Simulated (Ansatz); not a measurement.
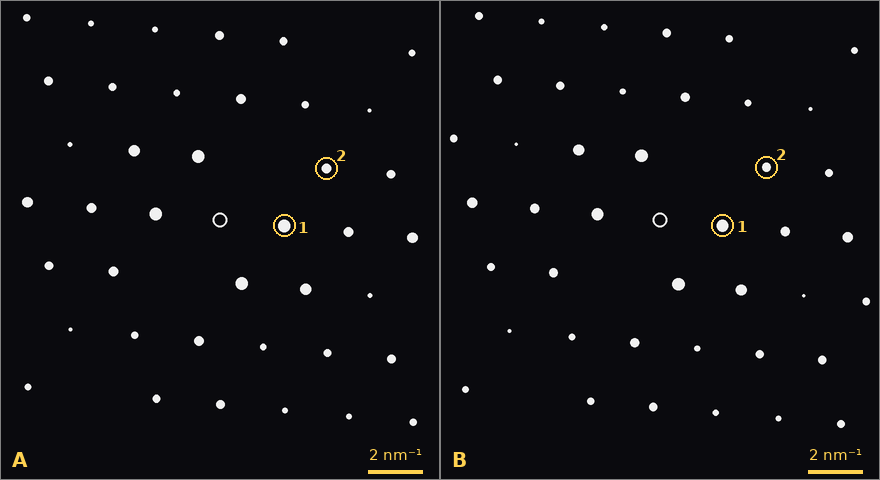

Kinematic electron diffraction patterns (120 kV, B = 0.5 Å², same scale) along [111] of the run's own cell, for the start and the end of one relaxation of BiP2 with DFT PBE, scalar-relativistic, plane waves, PAW (Ansatz). k mesh 8×8×6. The start is a generated model structure, and the relaxation ends in the nearest stationary point of its symmetry, not necessarily the ground state. Spot 1 is 0 -1 1 and spot 2 is 1 -2 1 in both.

Start structure:

```yaml
crystal:
  lattice:
    - [5.12580, 0.00000, 0.00000]
    - [0.00000, 5.48682, 0.00000]
    - [0.00000, 0.00000, 6.38703]
  atoms:
    - { symbol: Bi, position: [0.75000, 0.00000, 0.34957] }
    - { symbol: Bi, position: [0.25000, 0.00000, 0.65043] }
    - { symbol: P, position: [0.75000, 0.30456, 0.01004] }
    - { symbol: P, position: [0.75000, 0.69544, 0.01004] }
    - { symbol: P, position: [0.25000, 0.30456, 0.98996] }
    - { symbol: P, position: [0.25000, 0.69544, 0.98996] }
```

Which pattern belongs to the start structure, and which to the relaxed one?

A is the start: its cell gives d(1) = 4.162 Å, d(2) = 2.262 Å and an angle of 31.1°. B is the relaxed structure, with d(1) = 4.268 Å (+2.5 %), d(2) = 2.256 Å (-0.2 %) and 31.6°.

Summarise the relaxation behind the change.

The volume changed by +3.0 % to 30.85 Å³ an atom; with the mean shift removed, the atoms moved by up to 0.12 Å relative to the cell (P most); the space group stayed Pmma (No. 51); the free energy fell by 16 meV an atom. Relaxed cell: a = 4.953 Å, b = 5.457 Å, c = 6.849 Å, α = 90.00°, β = 90.00°, γ = 90.00°.
